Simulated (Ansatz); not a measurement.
## Run report: SiHBrCl4, nudged elastic band

- system: SiHBrCl4
- method: RKS PBE-D4/def2-SVP (Ansatz 0.2.0)

It belongs to a series of runs on one base structure; here: band between the two ends. Figures and captions count atoms from 1; the log counts them from 0 in places.

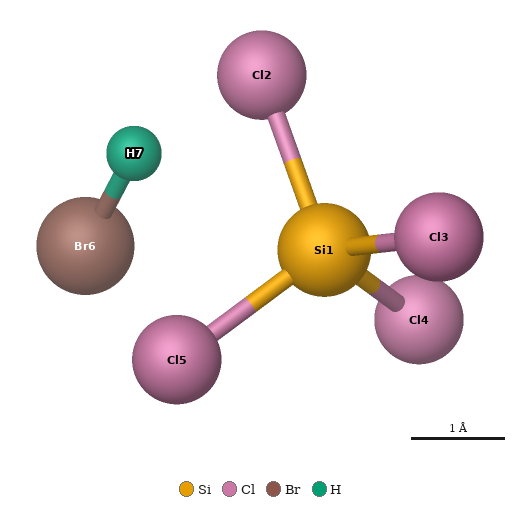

Fig. 1: The structure as given in the input (ball-and-stick view, seen at a tilt; atoms are numbered from 1 in the order of the input).

Input
```yaml
crystal:
  periodic: [false, false, false]
  atoms:
    - { symbol: Si, position_ang: [0.353778, 0.0, -0.098881] }
    - { symbol: Cl, position_ang: [0.363389, 0.0, 1.969685] }
    - { symbol: Cl, position_ang: [2.295555, 0.0, -0.753982] }
    - { symbol: Cl, position_ang: [-0.604646, 1.680341, -0.762893] }
    - { symbol: Cl, position_ang: [-0.604646, -1.680341, -0.762893] }
    - { symbol: Br, position_ang: [-3.514313, 0.0, 1.55894] }
    - { symbol: H, position_ang: [-2.179518, 0.0, 2.099323] }
basis:
  gaussian: { orbitals: def2-SVP }
hamiltonian:
  xc: pbe
  dispersion: d4
neb:
  order_check: false
  images: 5
  f_tol: 0.05
  max_iterations: 60
  spring: 20.0
  final_atoms:
    - { symbol: Si, position_ang: [-0.61538375, 0.0, -0.71343063] }
    - { symbol: Cl, position_ang: [0.08301232, 0.0, 3.8540829] }
    - { symbol: Cl, position_ang: [1.15734344, 0.0, 0.31268596] }
    - { symbol: Cl, position_ang: [-0.74430339, 1.67627, -1.88721058] }
    - { symbol: Cl, position_ang: [-0.74430339, -1.67627, -1.88721058] }
    - { symbol: Br, position_ang: [-2.30483918, 0.0, 0.73994483] }
    - { symbol: H, position_ang: [-0.72192705, 0.0, 2.8304371] }
  initial_path:
    images:
      - { positions_ang: [[0.353778, 0.0, -0.098881], [0.363389, 0.0, 1.969685], [2.295555, 0.0, -0.753982], [-0.604646, 1.680341, -0.762893], [-0.604646, -1.680341, -0.762893], [-3.514313, 0.0, 1.55894], [-2.179518, 0.0, 2.099323]] }
      - { positions_ang: [[0.23858132, 0.0, -0.06259297], [0.23024914, 0.0, 2.14298628], [2.20674184, 0.0, -0.72378491], [-0.73049923, 1.699594, -0.74762576], [-0.73049923, -1.699594, -0.74762576], [-3.17050615, 0.0, 1.30219026], [-1.93446869, 0.0, 2.08575185]] }
      - { positions_ang: [[0.12338464, 0.0, -0.02630495], [0.09710929, 0.0, 2.31628756], [2.11792868, 0.0, -0.69358781], [-0.85635247, 1.718847, -0.73235851], [-0.85635247, -1.718847, -0.73235851], [-2.82669929, 0.0, 1.04544052], [-1.68941938, 0.0, 2.07218071]] }
      - { positions_ang: [[0.00818796, 0.0, 0.00998308], [-0.03603057, 0.0, 2.48958884], [2.02911552, 0.0, -0.66339072], [-0.9822057, 1.7381, -0.71709127], [-0.9822057, -1.7381, -0.71709127], [-2.48289244, 0.0, 0.78869078], [-1.44437006, 0.0, 2.05860956]] }
      - { positions_ang: [[-0.19966928, 0.0, -0.23115482], [0.00365039, 0.0, 2.94442019], [1.73852482, 0.0, -0.33803183], [-0.90290493, 1.71749, -1.10713104], [-0.90290493, -1.71749, -1.10713104], [-2.42354135, 0.0, 0.77244213], [-1.20355573, 0.0, 2.31588541]] }
      - { positions_ang: [[-0.40752652, 0.0, -0.47229272], [0.04333136, 0.0, 3.39925154], [1.44793413, 0.0, -0.01267294], [-0.82360416, 1.69688, -1.49717081], [-0.82360416, -1.69688, -1.49717081], [-2.36419027, 0.0, 0.75619348], [-0.96274139, 0.0, 2.57316125]] }
      - { positions_ang: [[-0.61538375, 0.0, -0.71343063], [0.08301232, 0.0, 3.8540829], [1.15734344, 0.0, 0.31268596], [-0.74430339, 1.67627, -1.88721058], [-0.74430339, -1.67627, -1.88721058], [-2.30483918, 0.0, 0.73994483], [-0.72192705, 0.0, 2.8304371]] }
```

Run as:
```bash
ansatz run input.yaml --threads 4 --pin off --max-ram 5120MiB --backend cpu --events-out ev --progress --plain --runs-dir out
```

The program's output
```
Engine: ansatz 0.2.0, x86_64-unknown-linux-gnu
Functional definition: PBE
  parameter kappa = 0.804
  parameter beta = 0.06672455060314922
  exchange = pbe_x(kappa = kappa, mu = beta*pi^2/3)
  correlation = pbe_c(beta = beta)
1379 factors; their error is unknown
mean field evaluation 1: about -127973.9686 eV, gradient 1.8e1 eV
mean field evaluation 2: about -127973.4985 eV, gradient 2.2e1 eV
mean field evaluation 4: about -127974.6959 eV, gradient 7.4e-1 eV
mean field evaluation 8: about -127974.5694 eV, gradient 7.3e-2 eV
mean field evaluation 16: about -127974.5694 eV, gradient 1.7e-5 eV
mean field -127974.56941666 eV, -4702.9786817834 hartree, gradient 1.7e-5 eV, S^2 0.000000; 0 other end points of the search recorded, 0 dependent functions left out
the calculation of the forces begins
reference -127974.56944937 eV, -4702.9786829855 hartree; 59, 59 occupied and 68, 68 virtual orbitals, 1379 factors
1379 factors; their error is unknown
mean field evaluation 32: about -127974.4552 eV, gradient 3.3e-5 eV
mean field -127974.45515421 eV, -4702.9744827160 hartree, gradient 3.3e-5 eV, S^2 0.000000; 0 other end points of the search recorded, 0 dependent functions left out
[... from here on the field's lines of each further geometry are left out, up to the last ...]
NEB iter   1: max|band force component| = 4.101e0 eV/Å  barrier→ = 3.4167 eV  barrier← = 3.2895 eV  Δτ_max = 0.2000 Å  (250 SCF iters)
NEB iter   2: max|band force component| = 2.971e0 eV/Å  barrier→ = 2.4239 eV  barrier← = 2.2967 eV  Δτ_max = 0.2000 Å  (153 SCF iters)
NEB iter   3: max|band force component| = 1.279e0 eV/Å  barrier→ = 1.8570 eV  barrier← = 1.7298 eV  Δτ_max = 0.2000 Å  (153 SCF iters)
NEB iter   4: max|band force component| = 1.071e0 eV/Å  barrier→ = 1.5143 eV  barrier← = 1.3871 eV  Δτ_max = 0.1697 Å  (138 SCF iters)
NEB iter   5: max|band force component| = 1.055e0 eV/Å  barrier→ = 1.4524 eV  barrier← = 1.3252 eV  Δτ_max = 0.0484 Å  (132 SCF iters)
NEB iter   6: max|band force component| = 7.387e-1 eV/Å  barrier→ = 1.4273 eV  barrier← = 1.3001 eV  Δτ_max = 0.0255 Å  (133 SCF iters)
NEB iter   7: max|band force component| = 4.816e-1 eV/Å  barrier→ = 1.4032 eV  barrier← = 1.2760 eV  CI = image 3  Δτ_max = 0.1555 Å  (125 SCF iters)
NEB iter   8: max|band force component| = 5.392e-1 eV/Å  barrier→ = 1.4653 eV  barrier← = 1.3380 eV  CI = image 3  Δτ_max = 0.0776 Å  (140 SCF iters)
NEB iter   9: max|band force component| = 1.858e-1 eV/Å  barrier→ = 1.4492 eV  barrier← = 1.3220 eV  CI = image 3  Δτ_max = 0.0267 Å  (131 SCF iters)
NEB iter  10: max|band force component| = 1.146e-1 eV/Å  barrier→ = 1.4473 eV  barrier← = 1.3200 eV  CI = image 3  Δτ_max = 0.0142 Å  (132 SCF iters)
NEB iter  11: max|band force component| = 5.398e-2 eV/Å  barrier→ = 1.4465 eV  barrier← = 1.3192 eV  CI = image 3  Δτ_max = 0.0055 Å  (125 SCF iters)
the calculation of the forces begins
reference -127974.24215677 eV, -4702.9666552046 hartree; 59, 59 occupied and 68, 68 virtual orbitals, 1379 factors
1379 factors; their error is unknown
mean field -127973.08705465 eV, -4702.9242059846 hartree, gradient 8.5e-5 eV, S^2 0.000000; 1 other end points of the search recorded, 0 dependent functions left out
the calculation of the forces begins
reference -127973.08708514 eV, -4702.9242071049 hartree; 59, 59 occupied and 68, 68 virtual orbitals, 1379 factors
NEB iter  12: max|band force component| = 1.561e-2 eV/Å  barrier→ = 1.4464 eV  barrier← = 1.3191 eV  CI = image 3  Δτ_max = 0.0000 Å  (258 SCF iters)
```

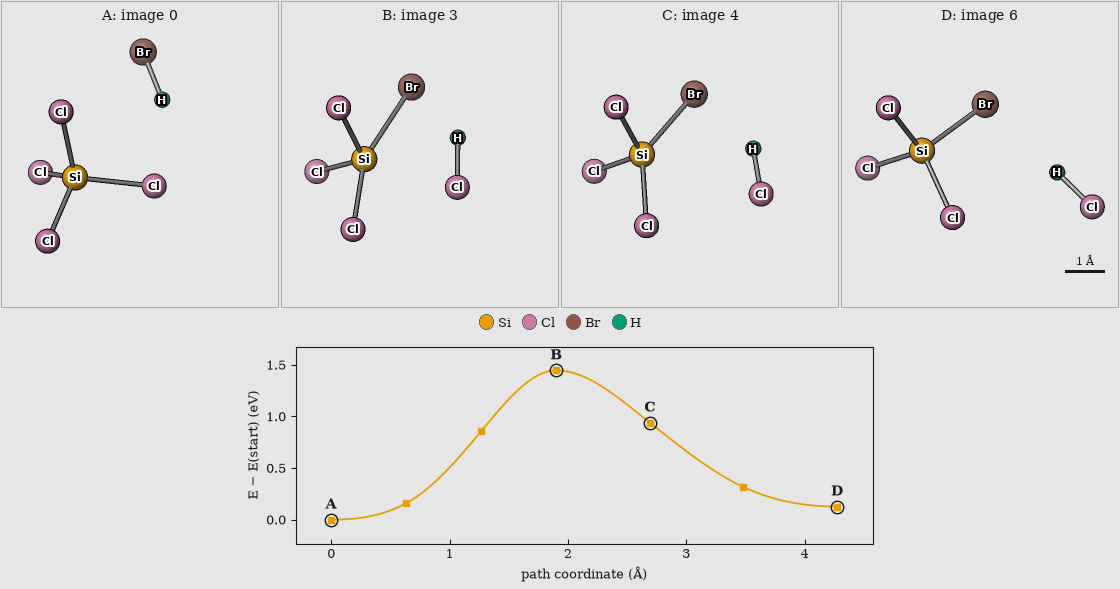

Fig. 2: Images of the last band (counted from 0; ball-and-stick, seen at a tilt) above the energy along the path; the line is a cubic interpolation that uses the forces. The highest image is number 3, 1.446 eV above the start and 1.319 eV above the end (the climbing image); the end lies 0.127 eV above the start. The path is 4.28 Å long. The band converged in 12 iterations.

```
Total energy: -127973.48580473 eV, -4702.9388597795 hartree
Atom 0 at    -0.331856     0.000000    -0.080548 Å, force     0.005367    -0.000000     0.000174 eV/Å
Atom 1 at     0.136597    -0.000000     2.380898 Å, force     0.002112    -0.000000     0.003751 eV/Å
Atom 2 at     1.756625     0.000000    -0.249808 Å, force     0.003684     0.000000    -0.004518 eV/Å
Atom 3 at    -0.763401     1.769330    -1.063012 Å, force    -0.001164     0.007497    -0.000341 eV/Å
Atom 4 at    -0.763401    -1.769330    -1.063012 Å, force    -0.001164    -0.007497    -0.000341 eV/Å
Atom 5 at    -2.613630     0.000000     1.017311 Å, force    -0.010450    -0.000000    -0.006048 eV/Å
Atom 6 at    -1.311334    -0.000000     2.307470 Å, force     0.001614     0.000000     0.007323 eV/Å
Dipole moment:    -0.086679     0.000000     0.273582 e Å
this run last wrote the band of iteration 12 to [file]
```

The last band as extended XYZ (Å, eV, eV/Å)
```
7
Properties=species:S:1:pos:R:3:forces:R:3 image=0 energy=-127974.93213
Si    0.3538    0.0000   -0.0989    0.0107   0.0000  -0.0032
Cl    0.3634    0.0000    1.9697    0.0074   0.0000  -0.0004
Cl    2.2956    0.0000   -0.7540   -0.0047   0.0000   0.0077
Cl   -0.6046    1.6803   -0.7629   -0.0063   0.0009   0.0009
Cl   -0.6046   -1.6803   -0.7629   -0.0063  -0.0009   0.0009
Br   -3.5143    0.0000    1.5589   -0.0016   0.0000   0.0017
H    -2.1795    0.0000    2.0993    0.0007   0.0000  -0.0076
7
Properties=species:S:1:pos:R:3:forces:R:3 image=1 energy=-127974.77273
Si    0.1683    0.0000   -0.0550    0.2493   0.0000  -0.0333
Cl    0.2635    0.0000    2.0345    0.0560   0.0000  -0.1313
Cl    2.1467    0.0000   -0.5699    0.2049   0.0000  -0.2041
Cl   -0.7152    1.6827   -0.8148    0.0356  -0.0346   0.1337
Cl   -0.7152   -1.6827   -0.8148    0.0356   0.0346   0.1337
Br   -3.1333    0.0000    1.3476   -0.3223   0.0000   0.1595
H    -1.9051    0.0000    2.1217   -0.2590   0.0000  -0.0583
7
Properties=species:S:1:pos:R:3:forces:R:3 image=2 energy=-127974.07469
Si   -0.0831    0.0000   -0.0202    0.5678   0.0000   0.1506
Cl    0.2122    0.0000    2.1600    0.1891   0.0000  -0.5096
Cl    1.9403    0.0000   -0.3800    0.4144   0.0000  -0.3264
Cl   -0.7553    1.7171   -0.9456    0.0019  -0.1125   0.2656
Cl   -0.7553   -1.7171   -0.9456    0.0019   0.1125   0.2656
Br   -2.8017    0.0000    1.2010   -0.4347   0.0000   0.4253
H    -1.6475    0.0000    2.1797   -0.7405   0.0000  -0.2711
7
Properties=species:S:1:pos:R:3:forces:R:3 image=3 energy=-127973.48577
Si   -0.3319    0.0000   -0.0805    0.0054   0.0000   0.0002
Cl    0.1366    0.0000    2.3809    0.0021   0.0000   0.0038
Cl    1.7566    0.0000   -0.2498    0.0037   0.0000  -0.0045
Cl   -0.7634    1.7693   -1.0630   -0.0012   0.0075  -0.0003
Cl   -0.7634   -1.7693   -1.0630   -0.0012  -0.0075  -0.0003
Br   -2.6136    0.0000    1.0173   -0.0104   0.0000  -0.0060
H    -1.3113    0.0000    2.3075    0.0016   0.0000   0.0073
7
Properties=species:S:1:pos:R:3:forces:R:3 image=4 energy=-127973.99245
Si   -0.4809    0.0000   -0.3290   -0.1824   0.0000  -0.2966
Cl    0.1509    0.0000    2.8441    0.0446   0.0000   0.5329
Cl    1.5703    0.0000   -0.0405   -0.2297   0.0000   0.2105
Cl   -0.7657    1.7808   -1.3164   -0.0261   0.0142  -0.2936
Cl   -0.7657   -1.7808   -1.3164   -0.0261  -0.0142  -0.2936
Br   -2.4645    0.0000    0.8753    0.1833   0.0000  -0.1355
H    -1.1348    0.0000    2.5322    0.2365   0.0000   0.2758
7
Properties=species:S:1:pos:R:3:forces:R:3 image=5 energy=-127974.61585
Si   -0.5542    0.0000   -0.5406   -0.0611   0.0000  -0.1461
Cl    0.1567    0.0000    3.3155    0.0304   0.0000   0.3201
Cl    1.3514    0.0000    0.2030   -0.1566   0.0000   0.1457
Cl   -0.7625    1.7301   -1.6207   -0.0158  -0.0348  -0.2086
Cl   -0.7625   -1.7301   -1.6207   -0.0158   0.0348  -0.2086
Br   -2.3332    0.0000    0.8353    0.0963   0.0000  -0.0091
H    -0.9860    0.0000    2.6775    0.1227   0.0000   0.1066
7
Properties=species:S:1:pos:R:3:forces:R:3 image=6 energy=-127974.80488
Si   -0.6154    0.0000   -0.7134   -0.0158   0.0000  -0.0032
Cl    0.0830    0.0000    3.8541   -0.0059   0.0000  -0.0075
Cl    1.1573    0.0000    0.3127    0.0076   0.0000   0.0041
Cl   -0.7443    1.6763   -1.8872    0.0012   0.0026   0.0006
Cl   -0.7443   -1.6763   -1.8872    0.0012  -0.0026   0.0006
Br   -2.3048    0.0000    0.7399    0.0050   0.0000  -0.0049
H    -0.7219    0.0000    2.8304    0.0067   0.0000   0.0103
```

Summary

```json
{"quantity": "outcome", "value": "converged"}
{"quantity": "barrier, forward", "value": "1.446 eV"}
{"quantity": "barrier, backward", "value": "1.319 eV"}
{"quantity": "hardware", "value": "4 threads of Intel Xeon (Granite Rapids), 192 GiB of memory available, shared host"}
{"quantity": "wall time", "value": "48 s (CPU time 2.9 min)"}
{"quantity": "peak memory", "value": "0.23 GiB"}
```

Notes

The order of the saddle point was not checked.
